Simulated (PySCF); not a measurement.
C₃H₉BrSi, SMILES CC(C)[SiH2]Br, GFN2-xTB optimised geometry. Atoms within 1.6 Å of the plane z = 0.6 Å (x, y, z in Å): C1 (1.65, -0.39, 0.00), C2 (0.12, -0.39, 0.00), Si4 (-0.58, 1.38, 0.00), Br5 (0.06, 2.37, 1.88), H6 (2.03, 0.09, -0.90), H7 (2.03, -1.41, 0.03), H8 (2.04, 0.14, 0.87), H9 (-0.22, -0.90, 0.91), H13 (-2.04, 1.40, 0.03).

Computed with PySCF 2.14.0 with PBE/def2-TZVP.

Map of the Laplacian of the electron density (e/bohr⁵), clipped to [-1.50, 1.50] on the plane z = 0.6 Å:

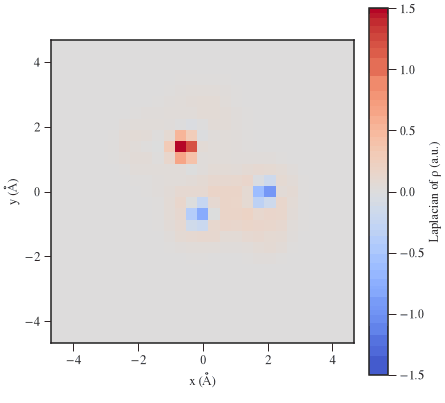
Figure: Laplacian of the electron density (e/bohr⁵), clipped to [-1.50, 1.50] on the plane z = 0.6 Å.
